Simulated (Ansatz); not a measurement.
# BClO (SMILES O=BCl): what the fields show

Input file:

```
crystal:
  periodic: [false, false, false]
  atoms:
    - {symbol: B, position_ang: [0.000000, 0.000000, -0.156908]}
    - {symbol: Cl, position_ang: [0.000000, 0.000000, 1.522897]}
    - {symbol: O, position_ang: [0.000000, 0.000000, -1.365989]}
basis:
  gaussian:
    orbitals: def2-TZVPD
hamiltonian:
  xc: {name: PBE0}
output: {forces: true, orbitals: {seedname: orbitals}}
```

Command:

```sh
ansatz run input.yaml --threads 1 --pin off --max-ram 2610MiB --events-out events.jsonl --progress --plain --runs-dir runs
```

Geometry: r2SCAN-D4/def2-TZVP.

The calculation used isolated molecule in a Gaussian basis; Kohn-Sham density functional theory, functional PBE0 in Ansatz 0.2.0.

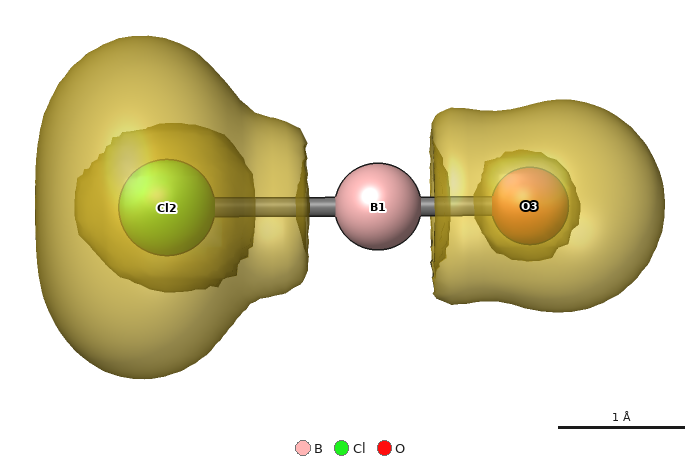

Figure 1. Isosurface of the electron localisation function at 0.75 (yellow), seen from one side. Core shells and regions of very low density are left out.

> Identify the bonds, lone pairs and shells in this picture.

The surface consists of one region on Cl in which the atom's valence shell and bonds are merged and one region on O in which the atom's valence shell and bonds are merged.


B–O (1.21 Å): the ELF peaks at about 0.80 between the atoms (a short, strongly polar bond). B–Cl (1.68 Å): the ELF peaks at about 0.90 between the atoms: a polar covalent bond.

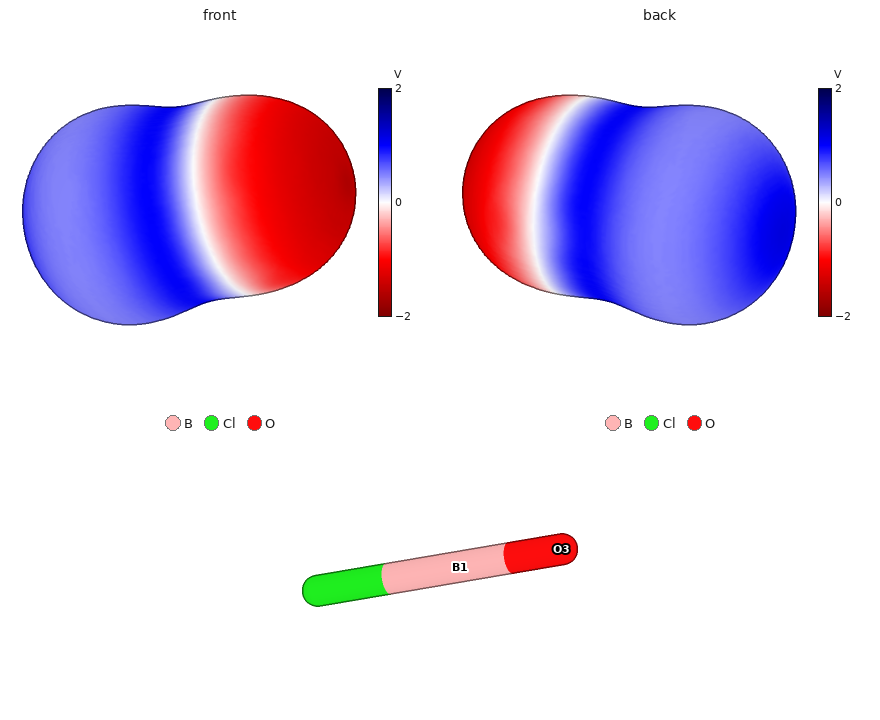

Figure 2. The electrostatic potential painted on the density surface at 0.001 e/bohr³, seen from the front and from behind; red is negative and blue positive. The bare structure is drawn below in the same view.

> Which sites attract a positive test charge, and which a negative one?

A positive charge is drawn to the negative regions and a negative charge to the positive ones. The most negative region (about −1.5 V) lies over O3, the most positive (about +1.1 V) over Cl2. Cl2 shows a σ-hole: about +1.1 V at the tip opposite its bond, against about +0.5 V on its flanks. O3 is the likeliest acceptor of a hydrogen bond.

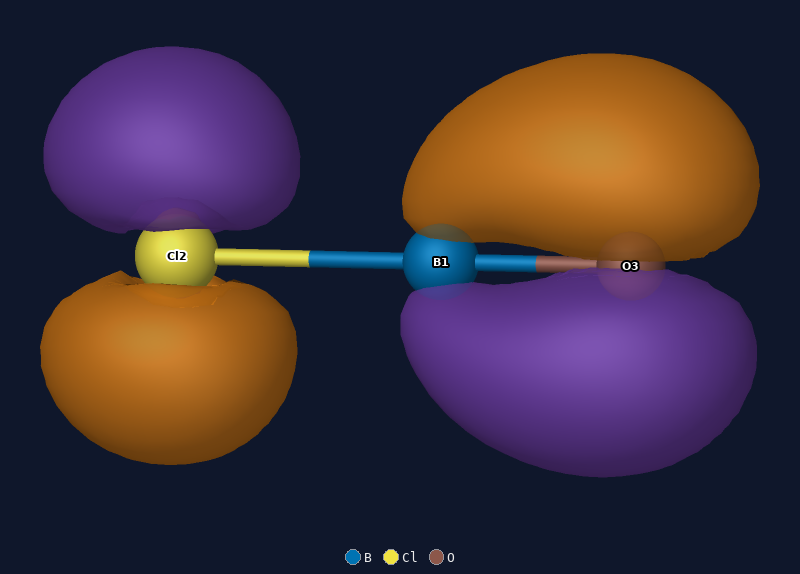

Figure 3. The HOMO at ±0.15 Å⁻³ᐟ² (orange and purple are the two phases), seen from one side.

> Describe this orbital and give its energy.

It lies mainly on O3 (about 55 %), Cl2 (about 30 %) and B1 (about 15 %). It is one of a degenerate set, so its orientation is arbitrary. Its energy is −9.96 eV.
